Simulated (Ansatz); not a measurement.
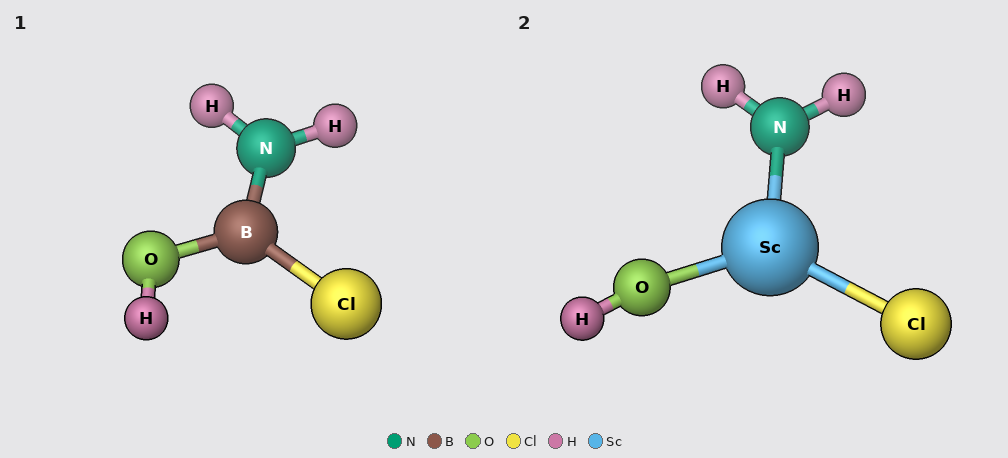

2 molecules with one skeleton, seen from the same side and at one scale. Charge 0, singlet. Computed geometries: PBE0-D4/def2-TZVP optimisations, one conformation each. Properties computed with Ansatz 0.2.0.

One atom differs, called X below: B in panel 1, Sc in panel 2. Their formulas are BClH3NO (`NB(O)Cl`), ClH3NOSc (`[NH2][Sc]([OH])[Cl]`).

In which is the HOMO–LUMO gap larger (CAM-B3LYP-D4/def2-TZVPP)?

Answer. In panel 1 (X = B).

In which is the length of X–O larger (PBE0-D4/def2-TZVP)?

Answer. In panel 2 (X = Sc).

Give the values. With PBE0-D4/def2-TZVP: length of X–Cl (Å), length of X–N (Å), length of X–O (Å), angle O–X–Cl (°). With CAM-B3LYP-D4/def2-TZVPP: HOMO energy (Kohn–Sham orbital) (eV), HOMO–LUMO gap (eV). With ωB97M-V/def2-TZVPP: dipole moment (D).

| quantity | 1 (B) | 2 (Sc) | 2 − 1 |
| --- | --- | --- | --- |
| length of X–Cl (Å) | 1.788 | 2.329 | +0.541 |
| length of X–N (Å) | 1.393 | 1.963 | +0.570 |
| length of X–O (Å) | 1.360 | 1.851 | +0.491 |
| angle O–X–Cl (°) | 120.0 | 127.0 | +7.0 |
| HOMO energy (Kohn–Sham orbital) (eV) | −9.53 | −8.89 | +0.64 |
| HOMO–LUMO gap (eV) | 11.02 | 7.89 | −3.13 |
| dipole moment (D) | 1.10 | 2.84 | +1.74 |
